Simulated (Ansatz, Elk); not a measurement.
**Bonding as seen by X-rays: TlCu2S3**

Structure refinements treat a crystal as free atoms side by side. For a made-up structure of TlCu2S3 (cell and positions from a PBEsol relaxation) the runs below show what the calculated density changes in F(hkl).

Method: DFT, PBE, all-electron APW+lo, Dirac cores, scalar-relativistic bands, static density, no spin, in Elk 11.2.3 (patched build).

The structure was built from a prototype and need not be the compound's stable phase.

## (1) Set-up

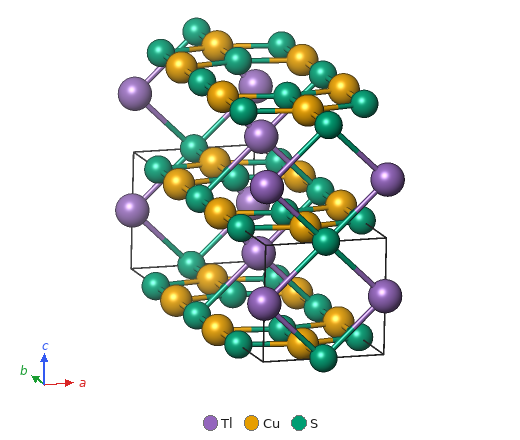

The starting structure, seen slightly off an axis (thallium purple, copper orange, sulfur teal). 1×1×2 cells are drawn. This picture shows the conventional cell, with its axes. Some periodic images of atoms are drawn too.

## (2) Ground state and structure factors

An all-electron density is needed, since X-rays see the cores too. Task 0 finds the density and task 195 Fourier-transforms it; tshift is off so that phases refer to the origin typed.

Input file elk.in:

```
tasks
  0
  195

xctype
  20

spinpol
  .false.

rgkmax
  7.0

gmaxvr
  14.0

lmaxo
  7

lmaxapw
  8

swidth
  0.002

tshift
  .false.

ramdisk
  .false.

hmaxvr
  5.5

maxscl
  120

epspot
  1e-06

sppath
  './'

avec
  4.20485341291 -13.22291360734 0.00000000000
  4.20485341291 13.22291360734 0.00000000000
  0.00000000000 0.00000000000 7.89745763916

atoms
  3
  'Tl.in'
  1
  0.0000000000 -0.0000000000 0.5000000000   0.000000 0.000000 0.000000
  'Cu.in'
  2
  0.3432663782 0.6567336218 0.0000000000   0.000000 0.000000 0.000000
  0.6567336218 0.3432663782 0.0000000000   0.000000 0.000000 0.000000
  'S.in'
  3
  0.1871658119 0.8128341881 0.0000000000   0.000000 0.000000 0.000000
  0.5000000000 0.5000000000 0.0000000000   0.000000 0.000000 0.000000
  0.8128341881 0.1871658119 0.0000000000   0.000000 0.000000 0.000000

ngridk
  5 5 6
```

Started as:

```bash
$ OMP_NUM_THREADS=4 elk
```

Numbers of over 12 decimals in the logs are rounded to 6 here.

The program printed:

```text
┌─────────────────────────┐
│ Elk code version 11.2.3 │
└─────────────────────────┘

All units are atomic (Hartree, Bohr, etc.)

┌─────────────────────────────────────────────────┐
│ Ground-state run starting from atomic densities │
└─────────────────────────────────────────────────┘

Lattice vectors :
   4.204853413      -13.22291361       0.000000000
   4.204853413       13.22291361       0.000000000
   0.000000000       0.000000000       7.897457639

Reciprocal lattice vectors :
  0.7471348808     -0.2375870211       0.000000000
  0.7471348808      0.2375870211      -0.000000000
  -0.000000000       0.000000000      0.7955959493

Unit cell volume      :    878.2038193
Brillouin zone volume :   0.2824517589

Muffin-tin inner radius fraction :   0.1000000000E-01

Nuclei treated as point charges

Species : 1 (Tl)
 parameters loaded from : Tl.in
 name : thallium
 nuclear charge    :   -81.00000000
 electronic charge :    81.00000000
 atomic mass :    372567.9643
 muffin-tin radius :    2.800000000
 number of radial points in muffin-tin :   1393
 inner part over the whole radius :   0.9893942913E-02
 number on inner part of muffin-tin    :   1000
 approximate nuclear radius :   0.1043008296E-03
 number of mesh points to nuclear radius :    525
 atomic positions (lattice), magnetic fields (Cartesian) :
  1 :   0.00000000  0.00000000  0.50000000    0.00000000  0.00000000  0.00000000

Species : 2 (Cu)
 parameters loaded from : Cu.in
 name : copper
 nuclear charge    :   -29.00000000
 electronic charge :    29.00000000
 atomic mass :    115837.2717
 muffin-tin radius :    2.127761011
 number of radial points in muffin-tin :    993
 inner part over the whole radius :   0.9933399232E-02
 number on inner part of muffin-tin    :    699
 approximate nuclear radius :   0.7406004541E-04
 number of mesh points to nuclear radius :    339
 atomic positions (lattice), magnetic fields (Cartesian) :
  1 :   0.34326638 -0.34326638  0.00000000    0.00000000  0.00000000  0.00000000
  2 :  -0.34326638  0.34326638  0.00000000    0.00000000  0.00000000  0.00000000

Species : 3 (S)
 parameters loaded from : S.in
 name : sulphur
 nuclear charge    :   -16.00000000
 electronic charge :    16.00000000
 atomic mass :    58450.91931
 muffin-tin radius :    1.950447593
 number of radial points in muffin-tin :    793
 inner part over the whole radius :   0.9870867298E-02
 number on inner part of muffin-tin    :    552
 approximate nuclear radius :   0.6195814986E-04
 number of mesh points to nuclear radius :    253
 atomic positions (lattice), magnetic fields (Cartesian) :
  1 :   0.18716581 -0.18716581  0.00000000    0.00000000  0.00000000  0.00000000
  2 :   0.50000000  0.50000000  0.00000000    0.00000000  0.00000000  0.00000000
  3 :  -0.18716581  0.18716581  0.00000000    0.00000000  0.00000000  0.00000000

Total number of atoms per unit cell :    6
Total muffin-tin volume :    265.8970966
 ratio of muffin-tin to unit cell volume :   0.3027737875

Spin treatment :
 spin-unpolarised

Number of Bravais lattice symmetries :    8
Number of crystal symmetries         :    8
Crystal has inversion symmetry
Real symmetric eigensolver will be used

k-point grid :      5     5     6
k-point offset :    0.000000000       0.000000000       0.000000000
k-point set is reduced with full crystal symmetry group
Total number of k-points :       36

Muffin-tin radius times maximum |G+k| :    7.000000000
 using average radius
Maximum |G+k| for APW functions       :    3.254082277
Maximum (1/2)|G+k|²                   :    5.294525731
Maximum |G| for potential and density :    14.00000000
Constant for pseudocharge density :   10
 order of it for each species :   17  17  17
 order of it for pair densities of each species (exact exchange by exxq0 0: 18) :   16   9   7
Radial integration step length :    1

G-vector grid sizes :     63    63    36
Number of G-vectors :    40699

Maximum angular momentum used for
 APW functions            :    8
 outer part of muffin-tin :    7
[...]
correlation                 :     -9.626402
 electron entropic           :    -0.18859391610987E-02
 total energy                :     -24796.896520806

Density of states at Fermi energy :    151.6075990
 (states/Hartree/unit cell)

Estimated indirect band gap :   0.7327943782E-03
 from k-point 27 to k-point 33
Estimated direct band gap   :   0.1187030150E-01
 at k-point 11

Charges :
 core                        :    116.0000000
 valence                     :    71.00000000
 interstitial                :    11.82735628
 muffin-tins (core leakage)
  species : 1 (Tl)
[...]
species : 2 (Cu)
[...]
species : 3 (S)
[...]
total in muffin-tins        :    175.1726437
 total calculated charge     :    186.9970254
 total charge                :    187.0000000
 error                       :   0.2974592935E-02

RMS change in Kohn-Sham potential (target) :   0.5351887633     (  0.1000000000E-05)
Absolute change in total energy (target)   :   0.6938647443     (  0.1000000000E-03)

[... loops 3 to 15 left out ...]

┌──────────────────┐
│ Loop number : 16 │
└──────────────────┘

Energies :
 Fermi                       :     0.141132
 sum of occupied eigenvalues :     -15101.917063113
 electron kinetic            :      28084.811516174
 core electron kinetic       :      27444.977026021
 Coulomb                     :     -52286.868866716
 Coulomb potential           :     -42411.569178408
 nuclear-nuclear             :     -1932.5173817572
 electron-nuclear            :     -58328.833055490
 Hartree                     :      7974.4815705308
 Madelung                    :     -31081.084277512
 xc potential                :     -775.15940087895
 exchange                    :     -584.49233781516
 correlation                 :     -9.657323
 electron entropic           :    -0.96796532107413E-03
 total energy                :     -24796.207979454

Density of states at Fermi energy :    75.18830803
 (states/Hartree/unit cell)

Estimated indirect band gap :   0.3081318664E-03
 from k-point 12 to k-point 27
Estimated direct band gap   :   0.1092995805E-01
 at k-point 3

Charges :
 core                        :    116.0000000
 valence                     :    71.00000000
 interstitial                :    11.03323432
 muffin-tins (core leakage)
  species : 1 (Tl)
[...]
species : 2 (Cu)
[...]
species : 3 (S)
[...]
total in muffin-tins        :    175.9667657
 total calculated charge     :    186.9971060
 total charge                :    187.0000000
 error                       :   0.2894018382E-02

RMS change in Kohn-Sham potential (target) :   0.6974350900E-06 (  0.1000000000E-05)
Absolute change in total energy (target)   :   0.3684606054E-04 (  0.1000000000E-03)

Convergence targets achieved

┌──────────────────┐
│ Loop number : 17 │
└──────────────────┘

Energies :
 Fermi                       :     0.141132
 sum of occupied eigenvalues :     -15101.917060422
 electron kinetic            :      28084.811521616
 core electron kinetic       :      27444.977028486
 Coulomb                     :     -52286.868869812
 Coulomb potential           :     -42411.569174955
 nuclear-nuclear             :     -1932.5173817572
 electron-nuclear            :     -58328.833062401
 Hartree                     :      7974.4815743466
 Madelung                    :     -31081.084282335
 xc potential                :     -775.15940708416
 exchange                    :     -584.49233771983
 correlation                 :     -9.657323
 electron entropic           :    -0.96796462549944E-03
 total energy                :     -24796.207977113

Density of states at Fermi energy :    75.18825159
 (states/Hartree/unit cell)

Estimated indirect band gap :   0.3081236283E-03
 from k-point 12 to k-point 27
Estimated direct band gap   :   0.1092993780E-01
 at k-point 3

Charges :
 core                        :    116.0000000
 valence                     :    71.00000000
 interstitial                :    11.03323465
 muffin-tins (core leakage)
  species : 1 (Tl)
[...]
species : 2 (Cu)
[...]
species : 3 (S)
   atom 1                    :    13.71921235     (  0.3675406041E-03)
   atom 2                    :    13.73028826     (  0.3685174506E-03)
   atom 3                    :    13.71921235     (  0.3675406041E-03)
 total in muffin-tins        :    175.9667653
 total calculated charge     :    186.9971060
 total charge                :    187.0000000
 error                       :   0.2894018903E-02

┌──────────────────────────────┐
│ Self-consistent loop stopped │
└──────────────────────────────┘

Warning : core states of species 2 leak from the muffin-tin :   0.7157904681E-03

Warning : core states of species 3 leak from the muffin-tin :   0.3685174506E-03

Wrote STATE.OUT
```

Wall time 1.8 min (4 threads of Arm Neoverse N1, shared host); peak memory 0.27 GiB.

SFACRHO.OUT:

```text

h k l indices transformed by vhmat matrix:
   1.000000000       0.000000000       0.000000000    
   0.000000000       1.000000000       0.000000000    
   0.000000000       0.000000000       1.000000000    

      h      k      l  multipl.   |H|            Re(F)            Im(F)           |F|

      0      0      0      1   0.0000000       187.00000     -0.87832939E-16   187.00000    
      1     -1      0      2  0.47517404       50.783854     -0.45703223E-14   50.783854    
      1      0      0      4  0.78400135       43.079160      0.76172039E-14   43.079160    
      0      0     -1      2  0.79559595       18.376815      0.22603500E-13   18.376815    
      1     -1     -1      4  0.92669482      -98.813621      0.21328171E-13   98.813621    
      2     -2      0      2  0.95034808       50.806318      -0.0000000       50.806318    
      1     -2      0      4   1.0325884       85.477345     -0.10664085E-13   85.477345    
      0      1     -1      8   1.1169741      -101.32123      0.27421934E-13   101.32123    
      2     -2      1      4   1.2394089      -91.726691     -0.21328171E-13   91.726691    
      2     -1      1      8   1.3035382      -55.323098     -0.19804730E-13   55.323098    
     -2      3      0      4   1.4033533       67.501761     -0.30468816E-14   67.501761    
     -3      3      0      2   1.4255221       136.26998     -0.53320427E-14   136.26998    
      1      1      0      2   1.4942698       142.98765     -0.29709292E-13   142.98765    
     -2      0      0      4   1.5680027       44.562457      0.15234408E-13   44.562457    
      0      0     -2      2   1.5911919       139.42320     -0.41827206E-13   139.42320    
      3     -2     -1      8   1.6131873      -65.981337      0.38086020E-13   65.981337    
      3     -3      1      4   1.6325092     -0.61485554     -0.15234408E-13  0.61485554    
     -1      1      2      4   1.6606270       44.115343      0.48750105E-13   44.115343
```

Elk indexes on the primitive cell of elk.in and gives |H| = 4π sin θ/λ in inverse bohr. Below, one row stands for each form hkl of the conventional cell (m members, Friedel mates merged), F is for one primitive cell and the density is static (no thermal factor). Free-atom factors are Waasmaier and Kirfel's, and R is Σm||F|−|F'||/Σm|F|.

| hkl | m | sin θ/λ (Å⁻¹) | abs F, DFT | neutral atoms | diff. |
| --- | --- | --- | --- | --- | --- |
| 020 | 2 | 0.071 | 50.784 | 50.845 | -0.061 |
| 110 | 4 | 0.118 | 43.079 | 42.998 | +0.081 |
| 001 | 2 | 0.120 | 18.377 | 18.229 | +0.148 |
| 021 | 4 | 0.139 | 98.814 | 99.030 | -0.217 |
| 040 | 2 | 0.143 | 50.806 | 50.290 | +0.517 |
| 130 | 4 | 0.155 | 85.477 | 86.529 | -1.052 |
| 111 | 8 | 0.168 | 101.321 | 101.559 | -0.238 |
| 041 | 4 | 0.186 | 91.727 | 92.236 | -0.509 |
| 131 | 8 | 0.196 | 55.323 | 54.611 | +0.712 |
| 150 | 4 | 0.211 | 67.502 | 67.306 | +0.196 |
| 060 | 2 | 0.214 | 136.270 | 136.608 | -0.338 |
| 200 | 2 | 0.225 | 142.988 | 143.544 | -0.556 |
| 220 | 4 | 0.236 | 44.562 | 44.503 | +0.059 |
| 002 | 2 | 0.239 | 139.423 | 140.306 | -0.883 |
| 151 | 8 | 0.243 | 65.981 | 66.154 | -0.172 |
| 061 | 4 | 0.245 | 0.615 | 0.096 | +0.519 |
| 022 | 4 | 0.250 | 44.115 | 43.916 | +0.200 |
| 201 | 4 | 0.255 | 7.521 | 8.117 | -0.596 |
| 221 | 8 | 0.264 | 83.864 | 84.051 | -0.187 |
| 240 | 4 | 0.266 | 44.026 | 43.504 | +0.522 |
| 112 | 8 | 0.267 | 38.213 | 37.961 | +0.252 |
| 170 | 4 | 0.274 | 12.963 | 12.363 | +0.600 |

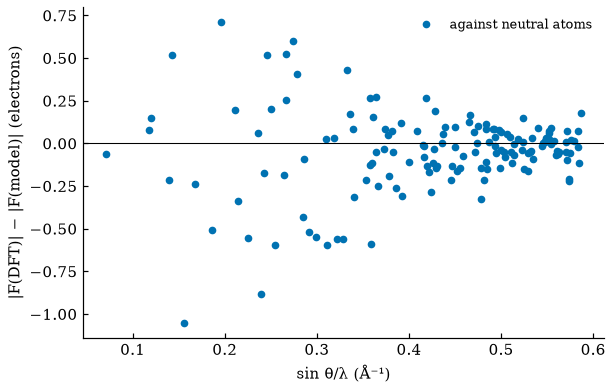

Difference between the calculated structure factors and the independent-atom ones.

## (3) The highest occupied states alone

An energy window below the Fermi level keeps the highest occupied states, to see at which angles they scatter; shallow core shells can lie inside it and anion s states outside. No new self-consistency is needed.

Edit elk.in of step 2 so:

```diff
@@ -1,3 +1,2 @@
 tasks
-  0
   195
@@ -40,2 +39,5 @@
 
+wsfac
+  -0.299860 0.441130
+
 sppath
```

Started as:

```bash
$ OMP_NUM_THREADS=4 elk
```

The program printed:

```text
┌─────────────────────────────────┐
│ Elk code version 11.2.3 started │
└─────────────────────────────────┘

Info(readinput): the functional depends on the density's gradient
 muffin-tin radial points multiplied by    2.00000
 (not where nrmtscf is given)

┌────────────────────┐
│ Current task : 195 │
└────────────────────┘
Info(checkmt): changed muffin-tin radius of species 2 (Cu) from   2.4000 to   2.1278
Info(checkmt): changed muffin-tin radius of species 3 (S) from   2.2000 to   1.9504

Info(sfacrho): density structure factors written to SFACRHO.OUT

 Energy window :  -0.2998600000      0.4411300000

┌──────────────────┐
│ Elk code stopped │
└──────────────────┘
```

It took 30 s on 4 threads; peak memory 0.21 GiB.

States within 12 eV below the Fermi level hold 48.43 electrons; any levels below the window count with the cores, and a count that is not whole means the window cuts a band. Their amplitudes can exceed the total, where window and core parts have opposite phase:

| hkl | sin θ/λ (Å⁻¹) | abs F, window | abs F, all |
| --- | --- | --- | --- |
| 020 | 0.071 | 1.387 | 50.784 |
| 110 | 0.118 | 1.254 | 43.079 |
| 001 | 0.120 | 17.443 | 18.377 |
| 021 | 0.139 | 15.491 | 98.814 |
| 040 | 0.143 | 1.705 | 50.806 |
| 130 | 0.155 | 16.417 | 85.477 |
| 111 | 0.168 | 15.279 | 101.321 |
| 041 | 0.186 | 14.620 | 91.727 |
| 131 | 0.196 | 4.359 | 55.323 |
| 150 | 0.211 | 3.153 | 67.502 |

## (4) Another functional

The difference from free atoms is small, so it is set against the change that LDA (Perdew-Wang) makes.

Edit elk.in of step 3 so:

```diff
@@ -1,2 +1,3 @@
 tasks
+  0
   195
@@ -4,3 +5,3 @@
 xctype
-  20
+  3
 
@@ -39,5 +40,2 @@
 
-wsfac
-  -0.299860 0.441130
-
 sppath
```

Started as:

```bash
$ OMP_NUM_THREADS=4 elk
```

The program printed:

```text
┌─────────────────────────┐
│ Elk code version 11.2.3 │
└─────────────────────────┘

All units are atomic (Hartree, Bohr, etc.)

┌─────────────────────────────────────────────────┐
│ Ground-state run starting from atomic densities │
└─────────────────────────────────────────────────┘

Lattice vectors :
   4.204853413      -13.22291361       0.000000000
   4.204853413       13.22291361       0.000000000
   0.000000000       0.000000000       7.897457639

Reciprocal lattice vectors :
  0.7471348808     -0.2375870211       0.000000000
[...]
species : 3 (S)
[...]
atom 2                    :    13.70918473     (  0.3667864913E-03)
   atom 3                    :    13.69964109     (  0.3659479281E-03)
 total in muffin-tins        :    175.9532791
 total calculated charge     :    186.9970370
 total charge                :    187.0000000
 error                       :   0.2963046247E-02

┌──────────────────────────────┐
│ Self-consistent loop stopped │
└──────────────────────────────┘

Warning : core states of species 2 leak from the muffin-tin :   0.7467860941E-03

Warning : core states of species 3 leak from the muffin-tin :   0.3667864913E-03

Wrote STATE.OUT
[key lines of the parts left out:]
total energy                :     -24776.511813314
```

The job ended after 81 s (4 threads; peak memory 0.23 GiB; 4.3 min of CPU time).

Against the first run R = 0.03 %; the largest change is +0.069 at 130.

## (5) Basis size

The basis and the expansions that go with it are enlarged, to see whether the differences are converged.

Edit elk.in of step 4 so:

```diff
@@ -5,3 +5,3 @@
 xctype
-  3
+  20
 
@@ -11,12 +11,12 @@
 rgkmax
-  7.0
+  8.5
 
 gmaxvr
-  14.0
+  18.0
 
 lmaxo
-  7
+  9
 
 lmaxapw
-  8
+  10
```

Started as:

```bash
$ OMP_NUM_THREADS=4 elk
```

The program printed:

```text
┌─────────────────────────┐
│ Elk code version 11.2.3 │
└─────────────────────────┘

All units are atomic (Hartree, Bohr, etc.)

┌─────────────────────────────────────────────────┐
│ Ground-state run starting from atomic densities │
└─────────────────────────────────────────────────┘

Lattice vectors :
   4.204853413      -13.22291361       0.000000000
   4.204853413       13.22291361       0.000000000
   0.000000000       0.000000000       7.897457639

Reciprocal lattice vectors :
  0.7471348808     -0.2375870211       0.000000000
[...]
species : 3 (S)
[...]
atom 2                    :    13.73498840     (  0.3688635155E-03)
   atom 3                    :    13.72439527     (  0.3679145319E-03)
 total in muffin-tins        :    176.0100768
 total calculated charge     :    186.9973423
 total charge                :    187.0000000
 error                       :   0.2657740082E-02

┌──────────────────────────────┐
│ Self-consistent loop stopped │
└──────────────────────────────┘

Warning : core states of species 2 leak from the muffin-tin :   0.7166180502E-03

Warning : core states of species 3 leak from the muffin-tin :   0.3688635155E-03

Wrote STATE.OUT
[key lines of the parts left out:]
total energy                :     -24796.237238745
```

The job ended after 5.2 min (4 threads; peak memory 0.64 GiB).

Against the first run R = 0.01 %; the largest change is +0.020 at 002.

## (6) Settings against the effect

| run | R against the first run (%) | R against neutral atoms, low angle (%) | wall time |
| --- | --- | --- | --- |
| PBE, rgkmax 7 | 0.00 | 0.59 | 1.8 min |
| LDA (Perdew-Wang) | 0.03 | 0.60 | 81 s |
| rgkmax 8.5 with larger expansions | 0.01 | 0.58 | 5.2 min |

## (7) Results

```json
{"R against neutral atoms, sin θ/λ < 0.3 Å⁻¹": "0.59 %", "R against neutral atoms, 0.3 to 0.59 Å⁻¹": "0.21 %"}
```

Independent neutral atoms miss the calculated amplitudes by R = 0.59 % below 0.3 Å⁻¹ and 0.21 % from there to 0.59 Å⁻¹; by shells, 0.33 % below 0.15 Å⁻¹ (5 forms), 0.62 % 0.15 to 0.3 (22 forms), 0.29 % 0.3 to 0.45 (47 forms), 0.15 % above 0.45 (75 forms). Bonding, aspherical density and the tables' own atoms all enter these figures, and the runs don't part them. The largest change of an amplitude is -1.05 electrons, at 130. Weak lines can change much in proportion: 061 goes from 0.10 to 0.61. The window's part falls from 48.4 electrons at the origin to at most 4.80 between 0.45 and 0.59 Å⁻¹, where compact states inside the window still scatter. The window holds more than the 43 outer electrons of the free atoms, so shallow core shells lie inside it. Below 0.3 Å⁻¹ the changes that finished (LDA (Perdew-Wang) and rgkmax 8.5 with larger expansions) move F by R = 0.03 % at most, against the 0.59 % that separates it from free atoms. The k-mesh has no finished test. These runs have no spin, though d or f shells may be open. The electron count is odd, so without spin the run is a metal by force. Spin-orbit coupling is left out, which can matter for elements this heavy. Part of the difference isn't bonding: the tables are fits to free atoms and ions calculated by other methods than this functional. Thermal motion, anomalous dispersion and extinction are left out.

[Logs are printed without paths, hosts, clocks, repeated set-up lines and the standing remarks that a program may print on its own settings, such as how far it seeks lower states.]

[Hosts, paths, dates, database ids (printed as entryN), source tags and the programs' standing remarks are cut or masked in the printed files.]
